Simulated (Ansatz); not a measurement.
## CuSb2 (built on the sites of a database entry of Sb2Au): phonons and vibrational spectra

The cell of CuSb2 (built on the sites of a database entry of Sb2Au) is at rest. What are its phonons? After the zone centre comes a 2×2×2 q mesh on a 10×10×10 k mesh.

Main program and level: Ansatz 0.2.0; DFT PBEsol, scalar-relativistic, plane waves, PAW.

The structure was built from a prototype and need not be the compound's stable phase.

## 1. The structure

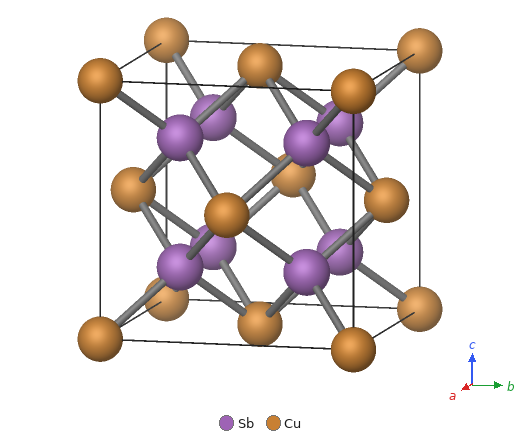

The starting structure, seen slightly off an axis (antimony purple, copper orange). This picture shows the conventional cell, with its axes. Some periodic images of atoms are drawn too.

As a file:

```cif
data_structure
_symmetry_space_group_name_H-M 'P 1'
_symmetry_Int_Tables_number 1
_cell_length_a 4.5955
_cell_length_b 4.5955
_cell_length_c 4.5955
_cell_angle_alpha 60.000
_cell_angle_beta 60.000
_cell_angle_gamma 60.000
_cell_volume 68.63
loop_
_atom_site_label
_atom_site_type_symbol
_atom_site_fract_x
_atom_site_fract_y
_atom_site_fract_z
_atom_site_occupancy
Sb1 Sb 0.25000 0.25000 0.25000 1
Sb2 Sb 0.75000 0.75000 0.75000 1
Cu3 Cu 0.00000 0.00000 0.00000 1
```

## 2. Modes at Γ

The cell comes from relaxations at this level that are not shown. The zone centre comes first: it holds the modes that light can see, as far as symmetry allows. No field response is asked, since the mesh shows no gap.

input.yaml reads:

```yaml
crystal:
  lattice:
    - [0.0, 3.249515603, 3.249515603]
    - [3.249515603, 0.0, 3.249515603]
    - [3.249515603, 3.249515603, 0.0]
  atoms:
    - { symbol: Sb, position: [0.25, 0.25, 0.25] }
    - { symbol: Sb, position: [0.75, 0.75, 0.75] }
    - { symbol: Cu, position: [0.0, 0.0, 0.0] }
kpoints:
  mp_grid: { grid: [10, 10, 10] }
hamiltonian:
  xc: pbesol
scf:
  occupations: { method: methfessel_paxton, width: 0.15 }
output:
  eigenvalues: true
phonons:
  method: dfpt
```

Launch:

```
$ ansatz run input.yaml --threads 4 --pin off --max-ram 7168MiB --backend cpu --events-out ev --progress --plain --runs-dir out
```

Numbers of over 12 decimals in the logs are rounded to 6 here.

The log of the run:

```text
zone centre: on kpoints.mp_grid the ground state, and the responses unless they are solved on pairs of k-points, stand on 102 of the mesh's 1000 k-points, reduced under 8 symmetry operations, with k and −k counted as one. Each operation leaves every solved displacement unchanged or reverses it
Engine: ansatz 0.2.0, aarch64-unknown-linux-gnu
Pseudopotentials: kind: paw
Pseudopotential: Sb, paw, valence charge 15, recommended cutoff 420 eV (normal), Sb.paw.azcp
Pseudopotential: Cu, paw, valence charge 19, recommended cutoff 420 eV (normal), Cu.paw.azcp
Functional definition: PBEsol
  exchange = pbesol_x
  correlation = pbesol_c
Crystal: 3 atoms, lattice volume = 68.626 Å³
Basis set: ecut = 420 eV, 1363 PW (Γ), exchange–correlation on 64×64×64 points (8 copies of the dense FFT grid, shifted against one another)
Bands: 30, of which v1, the nominal top of the filled ones, is band 25 counted from 1 (24 counted from 0)
Symmetry: 48 space group operations
k-points: 102 of 1000 (irreducible under 8 space group operations, time reversal used)
Non-local potential: Sb, projectors of the file, l = 0: 2, l = 1: 2, l = 2: 2, l = 3: 2
Non-local potential: Cu, projectors of the file, l = 0: 3, l = 1: 2, l = 2: 3, l = 3: 1
PAW form: soft (Blöchl's): semilocal exchange-correlation on the pseudo side does not see the compensation charge
PAW frozen core: Sb, regenerated for the run's functional, and the local potential with it (the file was generated under x = pbe(κ = 0.804, μ = 0.219515), c = pbe(β = 0.066725))
PAW frozen core: Cu, regenerated for the run's functional, and the local potential with it (the file was generated under x = pbe(κ = 0.804, μ = 0.219515), c = pbe(β = 0.066725))
PAW one-centre angular grid: Sb, 590 points (default); XC on 64 Gauss nodes
PAW one-centre angular grid: Cu, 590 points (default); XC on 64 Gauss nodes
Initial density: superposition of atomic densities (neutral atoms: chi_scale 0, normalization atom), corrected by the library's trained network
Initial wavefunctions: pseudopotential atomic-orbital guess
Functional: x = pbesol(κ = 0.804, μ = 0.123457), c = pbesol(β = 0.046)
SCF iter   1: F=—  HF=-19404.544082 eV  |F-HF|=—  |Δ(HF+E_count)|=         —  Δρ=1.04e-2  dr2=4.96e-2  ethr=1.77e-3  ⟨swp⟩=6.1  Hψ=12782  notcnv=0
preconditioner: auto → Kerker (q_TF=auto, 2.579 Å⁻¹)  [metal: Δε(μ)=0.074 eV  Ē_g=8.085 eV  σ=0.150 eV  W_gap=0.38  n_scr=14 (ndim 8)  ℏωp=20.5 eV  f_vac=0.036  D(μ)=1.01/eV (n_scr^D=0)]
SCF iter   2: F=—  HF=-19404.546202 eV  |F-HF|=—  |Δ(HF+E_count)|=   2.12e-3  S|Δr|=    0.00e0  Δρ=1.04e-2  dr2=4.19e-2  ethr=1.01e-4  ⟨swp⟩=2.0  Hψ=6785  notcnv=0  defer=58
preconditioner: auto → none  [insulator: Δε(μ)=0.131 eV  Ē_g=8.217 eV  σ=0.150 eV  W_gap=0.63  n_scr=14 (ndim 8)  ℏωp=20.5 eV  f_vac=0.036  D(μ)=0.72/eV (n_scr^D=0)  ε∞_Penn≈7.2]
SCF iter   3: F=—  HF=-19404.535686 eV  |F-HF|=—  |Δ(HF+E_count)|=   1.05e-2  S|Δr|=    0.00e0  Δρ=6.47e-4  dr2=1.15e-4  ethr=8.55e-5  ⟨swp⟩=2.0  Hψ=3866  notcnv=0  defer=58
SCF iter   4: F=—  HF=-19404.535717 eV  |F-HF|=—  |Δ(HF+E_count)|=   3.16e-5  S|Δr|=    0.00e0  Δρ=1.45e-4  dr2=7.78e-6  ethr=2.34e-7  ⟨swp⟩=2.2  Hψ=5181  notcnv=0  defer=58
SCF iter   5: F=—  HF=-19404.535712 eV  |F-HF|=—  |Δ(HF+E_count)|=   5.01e-6  S|Δr|=    0.00e0  Δρ=2.11e-4  dr2=2.32e-5  ethr=1.59e-8  ⟨swp⟩=2.0  Hψ=5059  notcnv=0  defer=58
SCF iter   6: F=—  HF=-19404.535712 eV  |F-HF|=—  |Δ(HF+E_count)|=   2.21e-7  S|Δr|=    0.00e0  Δρ=3.07e-5  dr2=5.19e-7  ethr=1.59e-8  ⟨swp⟩=2.0  Hψ=3851  notcnv=0  defer=58
SCF iter   7: F=—  HF=-19404.535714 eV  |F-HF|=—  |Δ(HF+E_count)|=   1.55e-6  S|Δr|=    0.00e0  Δρ=5.40e-6  dr2=1.60e-8  ethr=1.06e-9  ⟨swp⟩=2.0  Hψ=3613  notcnv=0  defer=58
SCF iter   8: F=—  HF=-19404.535714 eV  |F-HF|=—  |Δ(HF+E_count)|=   1.51e-9  S|Δr|=    0.00e0  Δρ=7.71e-7  dr2=3.26e-10  ethr=3.26e-11  ⟨swp⟩=2.0  Hψ=3719  notcnv=0  defer=58
SCF iter   9: F=-19404.535714 eV  HF=-19404.535714 eV  |F-HF|=1.09e-11  |Δ(HF+E_count)|=  1.09e-11  S|Δr|=    0.00e0  Δρ=5.28e-8  dr2=1.17e-12  ethr=1.00e-12  ⟨swp⟩=8.0  Hψ=17756  notcnv=0
SCF 1 converged in 9 iterations: F = -19404.535714 eV  dr2 = 1.17e-12
  greatest PAW one-centre occupation: 1.000 electrons in one spin orbital (limit 2), on the Cu atom at site 2 (counted from 0), in its partial waves of l = 0
DFPT response loops at Γ: preconditioner auto → Kerker (q_TF=auto, 2.579 Å⁻¹) (partly filled bands, converged f_vac=0.038); β = 1.00, the filter's whole step (`scf.mixing.beta` (0.50) is not read by the response loops under this deck's `scf.mixing.preconditioner`; to damp them name `kerker` or `kerker_dos`, under which they read `scf.mixing.beta`, and type it under 1.00, their step now; both keys bind the ground state too); Broyden in place of MSR1
SCF converged after 9 iterations
Stability not checked: this state was not tested for a lower state beside it, because cold or Methfessel-Paxton smearing, or corrected tetrahedra, fill the levels in a way that the test cannot read (fill_not_monotonic; see scf.lower_state_search)
Free energy (F): -19404.535714 eV
Harris-Foulkes:  -19404.535714 eV  (|F-HF|=1.09e-11)
Internal energy: -19404.538543 eV  (E = F + TS)
E sigma→0 (E₀):  -19404.536421 eV
Entropy (-TS):   0.002829 eV (0.943 meV/atom)
Fermi energy:    11.977554 eV
--- Per-component energies (eV) ---
  E_band       = -741.706688
  E_kinetic    = 715.692103
  E_local      = -8324.002237  (includes V_loc(G=0)·N_el)
  E_nonlocal   = 1123.465405
  E_hartree    = 3747.336810
  E_xc         = -364.138911
  E_vxc        = -308.739057  (∫ρ·V_xc dr)
  E_paw        = -10628.447751  (= ΣΔE_a)
  E_vpaw       = -1442.796855  (= ΣTr[D̂ρ^β])
  E_aug_tail   = 0.000235  (compensation charges beyond the density's cutoff)
  E_ewald      = -5675.314113
  E_core_change = 0.869916  (= ΣΔE_core)
  E_smearing   = 0.002829  (= −TS)
  E_closure    = -0.000000  (closes the sum)
  Σ components = -19404.535714   (vs F -19404.535714, Δ=0.00e0)
--- Band table (eV; the first three rows and the last of 102) ---
  k-point 0: bands = [... 21 lower, 11.1606, 11.1606, 11.1606, 12.9256, 12.9256, 12.9256, 14.9937, 15.0129, ... 1 higher]
  k-point 1: bands = [... 21 lower, 10.6822, 11.0320, 11.0320, 12.7319, 12.8246, 12.8246, 14.8806, 15.1184, ... 1 higher]
  k-point 2: bands = [... 21 lower, 9.8823, 10.7323, 10.7323, 12.3287, 12.4896, 12.4896, 15.0356, 15.6289, ... 1 higher]
  k-point 101: bands = [... 21 lower, 8.6456, 8.9183, 10.5637, 12.4074, 14.2164, 16.2233, 16.2572, 16.7008, ... 1 higher]
--- Phonons (Γ-DFPT): 2 representative perturbations + reference, on 102 of 1000 k-points (Σ response iterations 6) ---
  k mesh reduced under 8 symmetry operations, with k and −k counted as one. Each operation leaves every solved displacement unchanged or reverses it
  ASR residual: 1.025e-4 → 0.000e0 eV/Å²; symmetrization residual: 3.803e-6 eV/Å²
  ASR residual per site (eV/Å²): 1.96e-5 1.96e-5 1.03e-4
  Γ frequencies (cm⁻¹): 0.00 0.00 0.00 105.40 105.40 105.40 118.22 118.22 118.22
  non-analytic LO–TO correction: not included (Born effective charges unavailable; polar crystals: no LO–TO splitting at Γ)
```

Elapsed: 21 s, on 4 threads of Arm Neoverse V1, shared host; peak memory 0.99 GiB.

The column dr2 measures how far the density is from self-consistency, as an energy; F and HF (Harris–Foulkes) agree once it is small.

This step gave:

- volume per atom: 22.88 Å³
- gap on the k-mesh: 0 eV
- sum-rule residual before enforcement: 1.03e-4 eV/Å²
- point group: m-3m
- highest optical mode at the zone centre (no LO-TO term): 118.2 cm⁻¹
- lowest optical zone-centre mode: 105.4 cm⁻¹

Patterns of degenerate modes are one choice out of their space. Modes at Γ, with each element's share of the kinetic energy:

```tsv
mode	frequency (cm⁻¹)	symmetry	Sb %	Cu %
1	0.0	acoustic	79	21
2	0.0	acoustic	79	21
3	0.0	acoustic	79	21
4	105.4	T1u	21	79
5	105.4	T1u	21	79
6	105.4	T1u	21	79
7	118.2	T2g	100	0
8	118.2	T2g	100	0
9	118.2	T2g	100	0
```

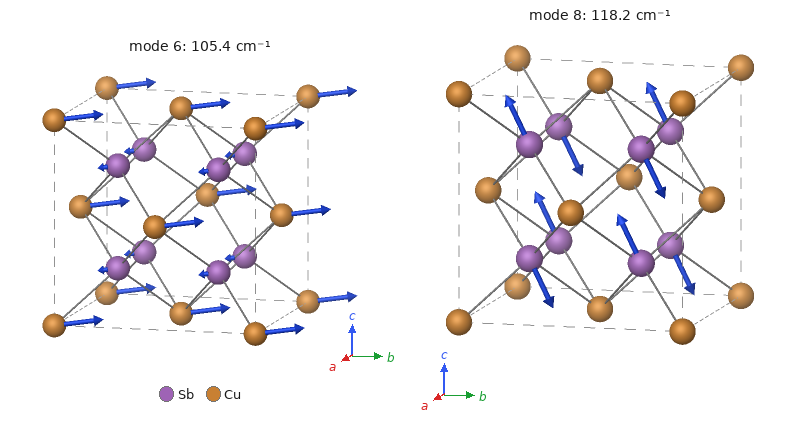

Displacement patterns of modes 6 and 8 at Γ; arrows are exaggerated. Some periodic images of atoms are drawn too.

Before it was imposed, the acoustic sum rule was missed by 1.0e-4 eV/Å². Small misses are needed for a sound result but don't prove that mesh and cutoff are converged. The lowest optical mode is real, 105 cm⁻¹.

## 3. Phonons on a q mesh

Stability and thermal properties need the whole zone. Linear response on a 2×2×2 q mesh gives force constants as far as a supercell of that size would.

Changes to input.yaml since step 2:

```diff
@@ -19 +19,8 @@
   method: dfpt
+  qmesh: [2, 2, 2]
+  temperatures: { t_max: 1000, t_step: 50 }
+  qpath:
+    path:
+      - [[0.0, 0.0, 0.0], [0.5, 0.0, 0.5], [0.625, 0.25, 0.625]]
+      - [[0.375, 0.375, 0.75], [0.0, 0.0, 0.0], [0.5, 0.5, 0.5], [0.5, 0.25, 0.75], [0.5, 0.0, 0.5]]
+    npoints: 10
```

The log of the run:

```text
[...]
Crystal: 3 atoms, lattice volume = 68.626 Å³
Basis set: ecut = 420 eV, 1363 PW (Γ), exchange–correlation on 64×64×64 points (8 copies of the dense FFT grid, shifted against one another)
Bands: 30, of which v1, the nominal top of the filled ones, is band 25 counted from 1 (24 counted from 0)
Symmetry: 48 space group operations
k-points: 47 of 1000
[...]
SCF iter   1: F=—  HF=-19404.544061 eV  |F-HF|=—  |Δ(HF+E_count)|=         —  Δρ=1.05e-2  dr2=4.97e-2  ethr=1.77e-3  ⟨swp⟩=6.0  Hψ=5833  notcnv=0
[...]
SCF iter   9: F=-19404.535714 eV  HF=-19404.535714 eV  |F-HF|=1.46e-11  |Δ(HF+E_count)|=  7.28e-12  S|Δr|=    0.00e0  Δρ=5.02e-8  dr2=1.04e-12  ethr=1.00e-12  ⟨swp⟩=7.7  Hψ=8105  notcnv=0
SCF 1 converged in 9 iterations: F = -19404.535714 eV  dr2 = 1.04e-12
[...]
phonons: the bands overlap, so this run is a metal and interpolates without the dipole-dipole term. If the crystal is really an insulator or semiconductor, its LO-TO splitting is missing
NSCF: frozen V_eff on 47 k-points
WARN: eigensolver did not converge (k=28): 1 band(s) unlocked after 20 sweeps at ethr=2.02e-12 eV (storage-precision floor; scheduled 1.00e-12 eV) (lowest unlocked band 29, counted from 0; max residual 3.28e-6 eV among the unlocked bands, 3.28e-6 eV over every band; other slots of this pass that fall short are told together in one closing line; warning suppressed until the next SCF loop or pass starts)
[...]
DFPT response loops at q = (0, 0, 0) (fractional): preconditioner auto → Kerker (q_TF=auto, 2.579 Å⁻¹) (partly filled bands, converged f_vac=0.038); β = 1.00, the filter's whole step (`scf.mixing.beta` (0.50) is not read by the response loops under this deck's `scf.mixing.preconditioner`; to damp them name `kerker` or `kerker_dos`, under which they read `scf.mixing.beta`, and type it under 1.00, their step now; both keys bind the ground state too); Broyden in place of MSR1
[...]
SCF converged after 9 iterations
[...]
Free energy (F): -19404.535714 eV
[...]
Internal energy: -19404.538543 eV  (E = F + TS)
E sigma→0 (E₀):  -19404.536421 eV
Entropy (-TS):   0.002829 eV (0.943 meV/atom)
Fermi energy:    11.977554 eV
[...]
--- Band table (eV; the first three rows and the last of 47) ---
  k-point 0: bands = [... 21 lower, 11.1606, 11.1606, 11.1606, 12.9256, 12.9256, 12.9256, 14.9937, 15.0129, ... 1 higher]
  k-point 1: bands = [... 21 lower, 10.6822, 11.0320, 11.0320, 12.7319, 12.8246, 12.8246, 14.8806, 15.1184, ... 1 higher]
  k-point 2: bands = [... 21 lower, 9.8823, 10.7323, 10.7323, 12.3287, 12.4896, 12.4896, 15.0356, 15.6289, ... 1 higher]
  k-point 46: bands = [... 21 lower, 8.6456, 8.9183, 10.5637, 12.4074, 14.2164, 16.2233, 16.2572, 16.7008, ... 1 higher]
--- Phonons (Γ-DFPT): 2 representative perturbations + reference (Σ response iterations 6) ---
  ASR residual: 1.011e-4 → 0.000e0 eV/Å²; symmetrization residual: 3.191e-6 eV/Å²
  ASR residual per site (eV/Å²): 1.91e-5 1.91e-5 1.01e-4
  Γ frequencies (cm⁻¹): 0.00 0.00 0.00 105.40 105.40 105.40 118.22 118.22 118.22
--- Phonons (arbitrary-q DFPT): 3 irreducible q on the 2×2×2 mesh ---
  q = [0.0000, 0.0000, 0.0000] (star 1, of the zone-centre solve; hermiticity 1.75e-6, symmetrization 1.02e-11): -0.00 0.00 0.00 105.40 105.40 105.40 118.22 118.22 118.22
  q = [0.0000, 0.0000, -0.5000] (star 4, 2 solved perturbations on 282 of 1000 k-point pairs; hermiticity 6.04e-6, symmetrization 5.07e-6): 51.79 51.79 72.18 90.50 90.50 112.58 120.20 123.68 123.68
  q = [0.0000, -0.5000, -0.5000] (star 3, 4 solved perturbations in 546 linear systems a pass and spin channel, the states on 171 of 1000 k-point pairs; hermiticity 7.74e-6, symmetrization 2.07e-8): 55.56 55.56 66.71 71.01 71.01 93.96 116.56 116.56 119.23
  sum rule: each row above includes the acoustic sum rule's correction from the zone centre's row sums; it moved no ω² by more than (0.66 cm⁻¹)²
  mesh force constants: q→R imaginary residual 3.11e-17; ASR residual 1.011e-4 → 0.000e0 eV/Å²; symmetrization residual 1.332e-15 eV/Å²
  interpolated dispersion: 62 rows × 9 modes
  density of states and harmonic sums: on the 16×16×16 q-mesh, interpolated from the force constants of a 2×2×2 supercell (no non-analytic term)
  largest difference from the sums on the solved wave vectors: F 9.59e-2 eV, S 1.28e-4 and C_V 3.23e-5 eV/K
  zero-point energy: 0.049723 eV/cell   skipped modes (ω ≤ 0): 3   left out of the sums: 8.14e-5 of the cell's modes: C_V's classical limit lies that fraction below 3 k_B per atom; for a crystal, a wire or a layer, F and S can be off by more, and a phonons.interpolated_qmesh denser along its periods is the remedy for the sampling
```

Wall time 1.7 min (4 threads); peak memory 1.7 GiB.

This step gave:

```
sum-rule residual before enforcement                    : 1.01e-4 eV/Å²
lowest frequency on the path                            : 0 cm⁻¹
highest frequency on the path or at a solved wavevector : 127.1 cm⁻¹
mean frequency                                          : 89.1 cm⁻¹
Debye temperature (second moment)                       : 173 K
logarithmic mean frequency                              : 84.1 cm⁻¹
lowest mode on the q mesh (acoustic modes at Γ apart)   : 51.79 cm⁻¹
zero-point energy per atom                              : 16.57 meV
heat capacity at 300 K                                  : 24.53 J/(mol atoms K)
vibrational entropy at 300 K                            : 47.78 J/(mol atoms K)
```

Frequencies (cm⁻¹) solved at each irreducible wavevector; negative means imaginary. Frequencies by wavevector, by row:

```tsv
q in reciprocal lattice units	star	mode 1	mode 2	mode 3	mode 4	mode 5	mode 6	mode 7	mode 8	mode 9
0 0 0	1	0	0	0	105.4	105.4	105.4	118.2	118.2	118.2
0 0 -0.5	4	51.8	51.8	72.2	90.5	90.5	112.6	120.2	123.7	123.7
0 -0.5 -0.5	3	55.6	55.6	66.7	71	71	94	116.6	116.6	119.2
```

[end of part 1 of 2]

[Logs are printed without paths, hosts, clocks, repeated set-up lines and the standing remarks that a program may print on its own settings, such as how far it seeks lower states.]

[Hosts, paths, dates, database ids (printed as entryN), source tags and the programs' standing remarks are cut or masked in the printed files.]
